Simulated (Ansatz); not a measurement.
CH$_{5}$AlOS

Input file:

```
crystal:
  periodic: [false, false, false]
  atoms:
    - { symbol: Al, position_ang: [-0.251644, -0.011303, 0.064266] }
    - { symbol: S, position_ang: [-0.69806, -0.767103, 2.127964] }
    - { symbol: O, position_ang: [-1.785683, -0.078359, -0.696148] }
    - { symbol: H, position_ang: [-2.344236, -0.308259, 0.062366] }
    - { symbol: C, position_ang: [1.424572, 0.604503, -0.678398] }
    - { symbol: H, position_ang: [-1.639937, -1.61314, 1.649336] }
    - { symbol: H, position_ang: [1.32967, 1.621172, -1.093234] }
    - { symbol: H, position_ang: [2.23231, 0.608816, 0.069638] }
    - { symbol: H, position_ang: [1.733008, -0.056329, -1.50579] }
basis:
  gaussian: { orbitals: def2-SVP }
hamiltonian:
  xc: pbe0
relax:
  f_tol: 0.03
  max_steps: 50
output:
  orbitals: {}
```

Launched as:

```sh
ansatz run input.yaml --threads 2 --pin off --max-ram 3072MiB --backend cpu --events-out ev --progress --plain --runs-dir out
```

The fields are those of the relaxed geometry.

The calculation used RKS PBE0/def2-SVP (Ansatz).

What will maps of the electron density and electron localisation function show?

Answer. Al–O (1.70 Å): ρ at the midpoint is about 0.82 e/Å³; the ELF peaks at about 0.85 in the valence shell of O, 0.6 Å from its nucleus, and is about 0.35 at the midpoint.
C–Al (1.94 Å): ρ at the midpoint is about 0.74 e/Å³; the ELF peaks at about 0.95 between the atoms (a polar covalent bond).
Al–S (2.20 Å): ρ is about 0.66 e/Å³ halfway; the ELF peaks at about 0.95 in the valence shell of S, 1.0 Å from its nucleus, and is about 0.90 at the midpoint.
O–H (0.96 Å): the density is about 3.7 e/Å³ at the midpoint; the ELF climbs to about 1 towards the hydrogen, as it does in any bond to H: a covalent bond by its length.

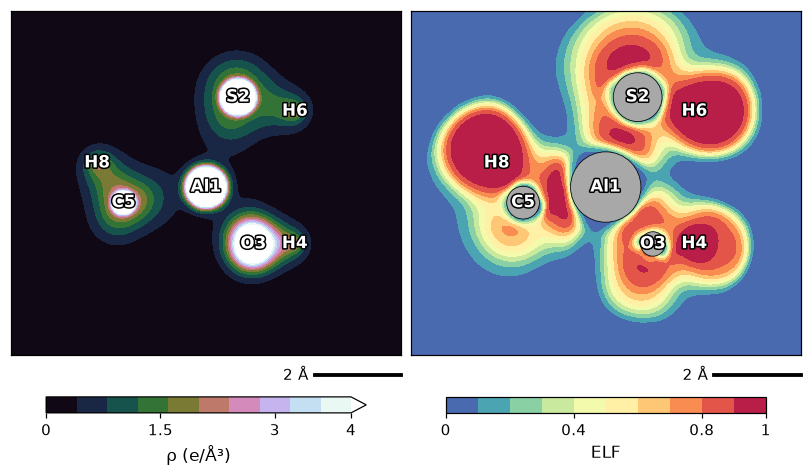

Computed electron density and electron localisation function on the plane of atoms Al1, S2 and H6, in this order. Grey discs cover the atomic cores in the ELF map. 
